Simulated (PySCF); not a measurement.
**UHF/STO-3G run of B2SiH5O2 (SMILES BO[B]O[SiH3])**

Aim: a geometry optimisation of B2SiH5O2. Input form: a Python script.

The calculation is run with PySCF 2.14.0.

## 1. Starting point

B2SiH5O2 has 10 atoms, charge 0, and is taken as a doublet. SMILES: `BO[B]O[SiH3]`. Geometry: relaxed at GFN2-xTB. This is one conformer, not always the lowest. The run starts from this shape.

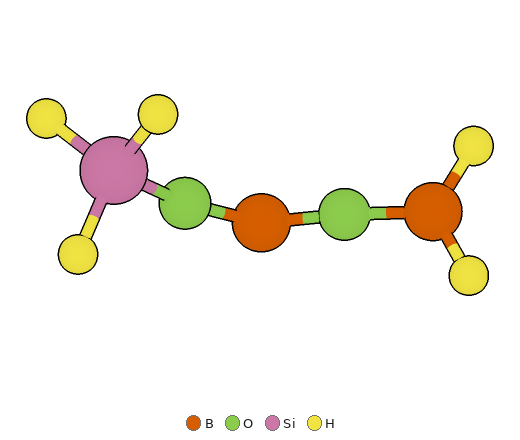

Viewed from a chosen angle; boron orange, oxygen green, silicon pink, hydrogen yellow.

## 2. A geometry optimisation at UHF/STO-3G

Contents of calc.py:

```python
from pyscf import gto, scf
from pyscf.geomopt.geometric_solver import kernel as optimise

mol = gto.M(
    atom=[
    ('B', (-1.831490, 1.621360, 1.060070)),
    ('O', (-1.300930, 0.505440, 0.589830)),
    ('B', (-0.956270, -0.651770, 0.152210)),
    ('O', (0.187480, -1.081910, -0.350210)),
    ('Si', (1.716200, -1.121810, -0.885880)),
    ('H', (-1.756300, 1.845100, 2.215220)),
    ('H', (-2.382580, 2.347890, 0.312400)),
    ('H', (1.600570, -1.114170, -2.342730)),
    ('H', (2.237330, -2.377180, -0.347230)),
    ('H', (2.486000, 0.027040, -0.403680)),
],
    verbose=3,
    spin=1,
    basis='sto-3g',
    charge=0,
    max_memory=1860,
)

mf = scf.UHF(mol)
mf.conv_tol = 1e-10
converged, mol_eq = optimise(mf, maxsteps=60, convergence_set='GAU_TIGHT')
print('converged:', converged)
print(mol_eq.tostring())

mf.reset(mol_eq)
mol = mol_eq
mf.kernel()
if not mf.converged:
    mf = mf.newton().run(mf.mo_coeff, mf.mo_occ)
energy = mf.e_tot
print(f'total energy: {energy:.8f} hartree')
```

Started as:

```console
$ OMP_NUM_THREADS=1 python calc.py
```

Log:

```text
convergence_set           GAU_TIGHT
maxiter                   60
----------------------------------------------------------
Custom engine selected.
Bonds will be generated from interatomic distances less than 1.20 times sum of covalent radii
30 internal coordinates being used (instead of 30 Cartesians)
Internal coordinate system (atoms numbered from 1):
Distance 1-2
Distance 1-6
Distance 1-7
Distance 2-3
Distance 3-4
Distance 4-5
Distance 5-8
Distance 5-9
Distance 5-10
Angle 2-1-7
Angle 6-1-7
Angle 2-3-4
Angle 4-5-8
Angle 4-5-9
Angle 4-5-10
Angle 8-5-9
Angle 8-5-10
Angle 9-5-10
LinearAngleX 1-2-3
LinearAngleY 1-2-3
LinearAngleX 3-4-5
LinearAngleY 3-4-5
Out-of-Plane 1-2-6-7
Dihedral 6-1-3-4
Dihedral 7-1-3-4
Dihedral 2-3-5-8
Dihedral 2-3-5-9
Dihedral 2-3-5-10
Translation-X 1-10
Translation-Y 1-10
Translation-Z 1-10
Rotation-A 1-10
Rotation-B 1-10
Rotation-C 1-10
> ===== Optimization Info: ====
> Job type: Energy minimization
> Maximum number of optimization cycles: 60
> Initial / maximum trust radius (Angstrom): 0.100 / 0.300
> Convergence Criteria:
> Will converge when all 5 criteria are reached:
>  |Delta-E| < 1.00e-06
>  RMS-Grad  < 1.00e-05
>  Max-Grad  < 1.50e-05
>  RMS-Disp  < 4.00e-05
>  Max-Disp  < 6.00e-05
> === End Optimization Info ===

Geometry optimization cycle 1
Cartesian coordinates (Angstrom)
 Atom        New coordinates             dX        dY        dZ
   B  -1.831490   1.621360   1.060070    0.000000  0.000000  0.000000
   O  -1.300930   0.505440   0.589830    0.000000  0.000000  0.000000
   B  -0.956270  -0.651770   0.152210    0.000000  0.000000  0.000000
[... 6 lines of this table left out ...]
   H   2.486000   0.027040  -0.403680    0.000000  0.000000  0.000000

WARN: Mole.unit (angstrom) is changed to Bohr

[... 10 lines left out ...]
Step    0 : Gradient = 3.985e-02/7.911e-02 (rms/max) Energy = -485.0359723850
[... 73 lines left out ...]
converged SCF energy = -485.051771914837  <S^2> = 0.75664568  2S+1 = 2.0066347
[... 83 lines left out ...]
converged SCF energy = -485.053458329641  <S^2> = 0.75700823  2S+1 = 2.006996
[... 83 lines left out ...]
converged SCF energy = -485.053852086388  <S^2> = 0.75692266  2S+1 = 2.0069107
[... 84 lines left out ...]
converged SCF energy = -485.05428851383  <S^2> = 0.7565882  2S+1 = 2.0065774
[... 83 lines left out ...]
converged SCF energy = -485.056142197448  <S^2> = 0.75635045  2S+1 = 2.0063404
[... 83 lines left out ...]
converged SCF energy = -485.057177139789  <S^2> = 0.75593595  2S+1 = 2.0059272
[... 83 lines left out ...]
converged SCF energy = -485.058642756921  <S^2> = 0.7559021  2S+1 = 2.0058934
[... 83 lines left out ...]
converged SCF energy = -485.059165525626  <S^2> = 0.75591677  2S+1 = 2.005908
[... 83 lines left out ...]
converged SCF energy = -485.05936265564  <S^2> = 0.75591927  2S+1 = 2.0059105
[... 83 lines left out ...]
converged SCF energy = -485.059399946579  <S^2> = 0.75592645  2S+1 = 2.0059177
[... 83 lines left out ...]
converged SCF energy = -485.059399962419  <S^2> = 0.75592691  2S+1 = 2.0059182
[... 3 lines left out ...]
1 O     0.0000024744    -0.0000003292    -0.0000002629
2 B    -0.0000016412    -0.0000008874    -0.0000004648
[... 6 lines of this table left out ...]
9 H    -0.0000000397     0.0000003072     0.0000001204
----------------------------------------------
cycle 45: E = -485.059399962  dE = -1.06695e-10  norm(grad) = 4.39487e-06
Step   44 : Displace = 7.851e-05/1.605e-04 (rms/max) Trust = 3.000e-01 (=) Grad = 1.390e-06/2.726e-06 (rms/max) E (change) = -485.0593999624 (-1.067e-10) Quality = 0.644
Hessian Eigenvalues: 1.51359e-03 2.08361e-03 2.92036e-02 ... 5.76508e-01 6.38103e-01 8.03854e-01

Geometry optimization cycle 46
Cartesian coordinates (Angstrom)
 Atom        New coordinates             dX        dY        dZ
   B  -1.655118   1.545765   0.726816    0.000001 -0.000001 -0.000014
   O  -0.771063   0.633661   0.325756   -0.000006 -0.000005 -0.000012
   B  -0.993399  -0.732518   0.189721    0.000005 -0.000009  0.000025
[... 6 lines of this table left out ...]
   H   2.186262  -0.454964   0.506677    0.000007 -0.000017  0.000009
converged SCF energy = -485.05939996245  <S^2> = 0.75592689  2S+1 = 2.0059181
--------------- UHF_Scanner gradients ---------------
         x                y                z
0 B    -0.0000003438     0.0000002592     0.0000000257
1 O     0.0000004646     0.0000001282    -0.0000003521
2 B     0.0000000211    -0.0000006177     0.0000004668
[... 6 lines of this table left out ...]
9 H     0.0000000895    -0.0000000369    -0.0000000136
----------------------------------------------
cycle 46: E = -485.059399962  dE = -3.14344e-11  norm(grad) = 1.26441e-06
Step   45 : Displace = 2.540e-05/4.380e-05 (rms/max) Trust = 3.000e-01 (=) Grad = 3.998e-07/7.745e-07 (rms/max) E (change) = -485.0593999625 (-3.143e-11) Quality = 0.765
Hessian Eigenvalues: 1.51359e-03 2.08361e-03 2.92036e-02 ... 5.76508e-01 6.38103e-01 8.03854e-01
Converged! =D

converged: True
B          -1.65511758        1.54576499        0.72681563
O          -0.77106327        0.63366057        0.32575624
B          -0.99339881       -0.73251753        0.18972108
[... 6 lines of this table left out ...]
H           2.18626249       -0.45496419        0.50667704

converged SCF energy = -485.059399962446  <S^2> = 0.75592734  2S+1 = 2.0059186
total energy: -485.05939996 hartree
```

It took 56 s on 1 thread of Arm Neoverse V1, shared host; peak memory 0.13 GiB.

Steps, from the record of the run:

| step | energy from the first frame kept (eV) | largest force (eV/Å) |
| --- | --- | --- |
| 0 | 0.0000 | 4.0682 |
| 2 | -0.3423 | 0.7356 |
| 4 | -0.4299 | 1.6902 |
| 6 | -0.4735 | 0.4946 |
| 8 | -0.4758 | 0.5321 |
| 10 | -0.4852 | 0.0343 |
| 12 | -0.4865 | 0.0456 |
| 14 | -0.4908 | 0.1086 |
| 16 | -0.4984 | 0.2217 |
| 18 | -0.5170 | 0.2945 |
| 20 | -0.5488 | 0.2697 |
| 22 | -0.5653 | 0.1313 |
| 24 | -0.5770 | 0.2315 |
| 26 | -0.5985 | 0.3370 |
| 28 | -0.6169 | 0.3456 |
| 30 | -0.6271 | 0.1694 |
| 32 | -0.6311 | 0.0541 |
| 34 | -0.6331 | 0.0720 |
| 36 | -0.6365 | 0.0734 |
| 38 | -0.6375 | 0.0113 |
| 40 | -0.6375 | 0.0012 |
| 42 | -0.6375 | 0.0003 |
| 44 | -0.6375 | 0.0001 |
| 45 | -0.6375 | 0.0000 |

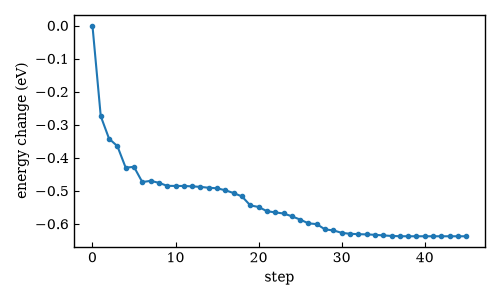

Energy along the run.

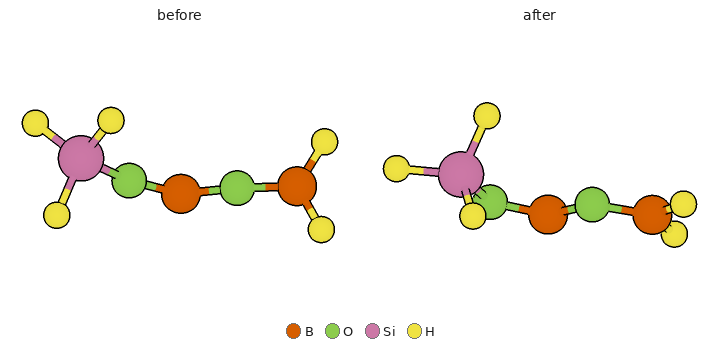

Before and after, at one scale.

After the run. Bond lengths: B1–O2 1.332 Å, O2–B3 1.391 Å, B3–O4 1.315 Å, O4–Si5 1.682 Å, B1–H6 1.165 Å, B1–H7 1.166 Å, Si5–H8 1.423 Å, Si5–H9 1.422 Å, Si5–H10 1.423 Å. Some angles: B1–O2–B3 126.6°, O2–B3–O4 119.5°, B3–O4–Si5 127.1°, O2–B1–H6 118.2°, O2–B1–H7 122.0°, O4–Si5–H8 110.0°, O4–Si5–H9 106.6°, O4–Si5–H10 110.0°, H6–B1–H7 119.7°, H8–Si5–H9 110.0°.

## 3. Summary of results

At UHF/STO-3G:

| quantity | value |
| --- | --- |
| total energy at the end | -485.05940 Eh |
| dipole moment | 1.47 D |
| HOMO energy (highest over α and β) | -6.70 eV |
| LUMO energy (lowest over α and β) | 7.46 eV |
| ⟨S²⟩ | 0.756 |

**Reading.** At the final geometry: Bond lengths: B1–O2 1.332 Å, O2–B3 1.391 Å, B3–O4 1.315 Å, O4–Si5 1.682 Å, B1–H6 1.165 Å, B1–H7 1.166 Å, Si5–H8 1.423 Å, Si5–H9 1.422 Å, Si5–H10 1.423 Å. Some angles: B1–O2–B3 126.6°, O2–B3–O4 119.5°, B3–O4–Si5 127.1°, O2–B1–H6 118.2°, O2–B1–H7 122.0°, O4–Si5–H8 110.0°, O4–Si5–H9 106.6°, O4–Si5–H10 110.0°, H6–B1–H7 119.7°, H8–Si5–H9 110.0°. The optimisation took 45 steps and changed the energy by -0.637 eV.
